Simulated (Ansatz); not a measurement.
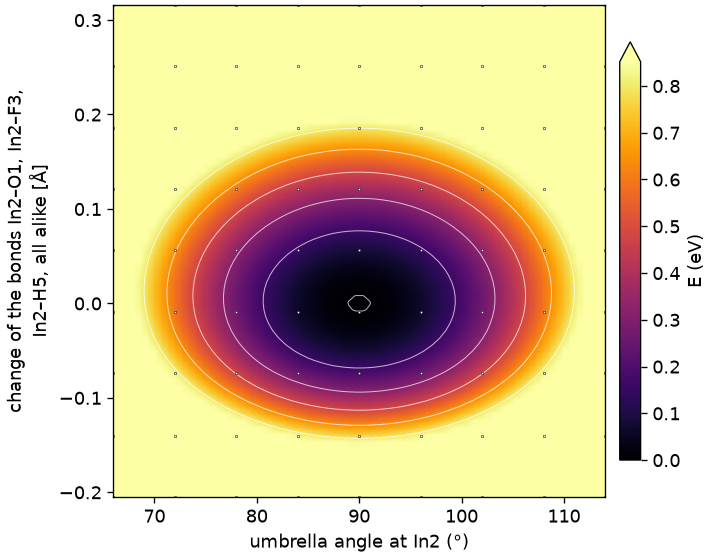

FH₂InO, SMILES [OH][InH][F]. First axis: umbrella angle at In2 (between each of its bonds and their common axis; 90 is planar). Second axis: change of the bonds In2–O1, In2–F3, In2–H5, all alike. Nothing is relaxed (all other coordinates rigid). Grid: 9 × 9 points; 45 points were computed and 36 follow by symmetry. Points are written as (first, second). Energies are in eV, from the lowest grid point. The restricted reference is unstable at some or all points, so the energies there are unreliable. Computed with RHF-MP2, frozen core/def2-TZVP in Ansatz 0.2.0.

In the figure: a smooth colour map with a few white contour lines, dots at the grid points, one colour for all values above the top of the scale. Between grid points the surface is interpolated.

Where is the minimum, and how stiff is the well along each coordinate?

The interpolated minimum is at the first coordinate ≈ 90.0°, the second coordinate ≈ 0.000 Å. The curvatures there are about 12 eV/rad² and 62 eV/Å², with a cross term of about 0 eV/(rad·Å). Round the minimum the two coordinates are nearly uncoupled.
